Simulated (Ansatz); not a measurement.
System: ClH$_{3}$OSiSn (SMILES Cl[SiH2][O][SnH]).

```
atom    x (Å)    y (Å)    z (Å)
  Cl   2.1824  -0.4411   1.0734
   O  -0.6740  -0.7109   0.0777
  Si   0.8524  -0.6680  -0.5167
  Sn  -1.4717  -1.8088   1.5820
   H   1.2341  -1.9325  -1.2063
   H   1.0324   0.5074  -1.4083
   H  -0.1951  -3.0694   1.4911
```

Geometry: PBE0-D3(BJ)/def2-SVP; core potentials replace the inner electrons of Sn.

The calculation used isolated molecule in a Gaussian basis; Kohn-Sham density functional theory, functional PBE0 in Ansatz 0.2.0.

What will maps of the electron density and electron localisation function show?

Si–O (1.64 Å): ρ is about 1.2 e/Å³ halfway; the ELF peaks at about 0.85 between the atoms; a shared but strongly polarised pair.
Sn–O (2.03 Å): ρ is about 0.7 e/Å³ halfway; the ELF peaks at about 0.85 in the valence shell of O, 0.6 Å from its nucleus, and drops to about 0.15 between the two atoms.

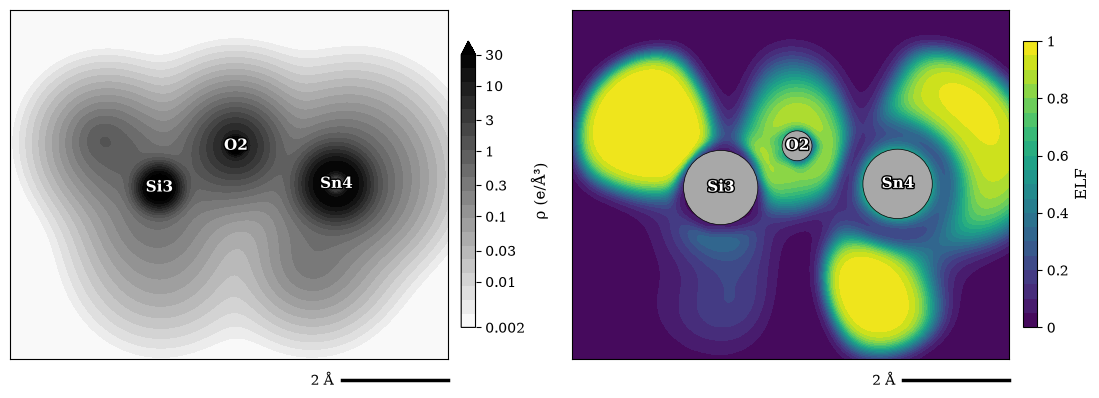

Computed electron density and electron localisation function on the plane of atoms Si3, O2 and Sn4, in this order. Grey discs cover the atomic cores in the ELF map. 
